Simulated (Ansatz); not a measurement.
## Electronic structure of C2H6O2Sn in real space

Input file:

```
crystal:
  periodic: [false, false, false]
  atoms:
    - { symbol: O, position_ang: [0.9783, 0.7864, 1.272] }
    - { symbol: C, position_ang: [0.9168, -0.4505, 0.6992] }
    - { symbol: O, position_ang: [1.7957, -1.3901, 1.1536] }
    - { symbol: C, position_ang: [0.1438, -0.7851, -0.2729] }
    - { symbol: Sn, position_ang: [-1.3827, 0.5054, -1.1235] }
    - { symbol: H, position_ang: [0.3, 1.5844, 0.9702] }
    - { symbol: H, position_ang: [2.5122, -1.1542, 1.9054] }
    - { symbol: H, position_ang: [0.1441, -1.7845, -0.6748] }
    - { symbol: H, position_ang: [-2.4678, 1.0673, 0.1986] }
    - { symbol: H, position_ang: [-0.5761, 1.899, -1.7864] }
    - { symbol: H, position_ang: [-2.299, -0.335, -2.3208] }
basis:
  gaussian: { orbitals: def2-SVP }
hamiltonian:
  xc: pbe0
  dispersion: d4
relax:
  f_tol: 0.02
  max_steps: 50
output:
  orbitals: {}
```

Launched as:

```sh
ansatz run input.yaml --threads 2 --pin off --max-ram 3072MiB --backend cpu --events-out ev --progress --plain --runs-dir out
```

The fields are those of the run's last geometry, not of the input's.

Core potentials replace the inner electrons of Sn.

Computed with RKS PBE0-D4/def2-SVP in Ansatz.

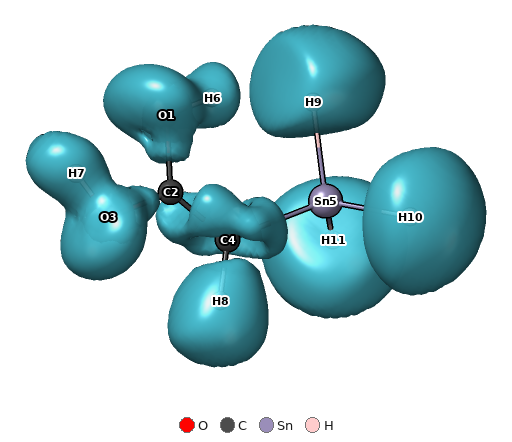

Figure 1. Isosurface of the ELF at 0.75 (cyan), seen at an oblique angle. Only the valence region is drawn (cores and ρ < 0.01 e/Å³ removed).

Where are the electrons localised?

The surface consists of four regions around hydrogen nuclei, one region on C in which the atom's valence shell and bonds are merged and two joined regions spread over several atoms (H, O), in which their bonds and any lone pairs are merged. Along the contacts the grid gives the following. C–O (1.34 Å): the ELF peaks at about 0.90 between the atoms; a shared but strongly polarised pair. C–C (1.35 Å): the ELF peaks at about 0.90 between the atoms; localised, covalent bonding.

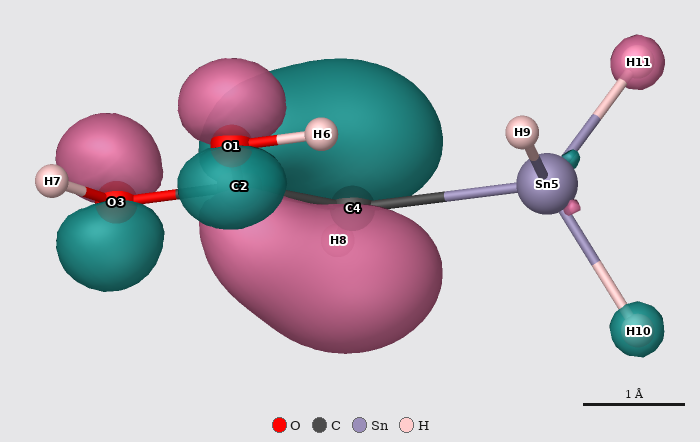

Figure 2. The HOMO at ±0.15 Å⁻³ᐟ² (teal and pink are the two phases), seen from one side.

Describe this orbital and give its energy.

Its weight (Hirshfeld) is mainly on C4 (about 45 %), C2 (about 20 %), O3 (about 10 %), O1 (about 10 %) and Sn5 (about 5 %). Its energy is −6.29 eV.

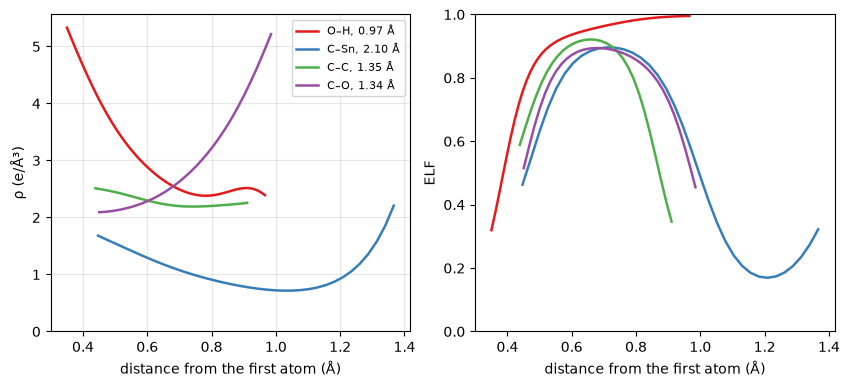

Figure 3. Electron density and ELF along straight lines between neighbouring atoms. The curves leave out the atomic cores.

What can be read from the curves?

O–H (0.97 Å): ρ at the midpoint is about 3.7 e/Å³; the ELF climbs to about 1 towards the hydrogen, as it does in any bond to H; an ordinary covalent bond to hydrogen.
C–Sn (2.10 Å): the density is about 0.72 e/Å³ at the midpoint; the ELF peaks at about 0.90 in the valence shell of C, 0.7 Å from its nucleus, and drops to about 0.15 between the two atoms.
C–C (1.35 Å): the density is about 2.2 e/Å³ at the midpoint; the ELF peaks at about 0.90 between the atoms, as expected for localised, covalent bonding.
C–O (1.34 Å): ρ at the midpoint is about 2.5 e/Å³; the ELF peaks at about 0.90 between the atoms, as expected for a polar covalent bond.
